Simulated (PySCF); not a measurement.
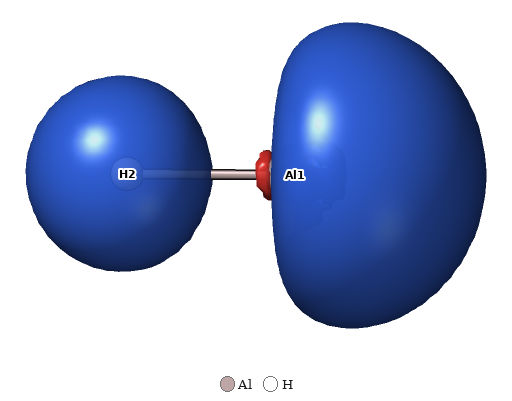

*AlH (charge +1, doublet). Isosurfaces of the spin density (α minus β) at +0.02 (blue) and −0.02 e/Å³ (red), seen from one side.*

These are results of PySCF 2.14.0, PBE0/x2c-SVPall, spin-free X2C-1e, Gaussian nucleus, at a bond length of 1.627 Å, not measurements.

Which atoms carry the spin?

Answer. The unpaired spin (1 electron) lies mostly on Al1 (about 0.7) and H2 (about 0.3), in electrons by Hirshfeld's partition.
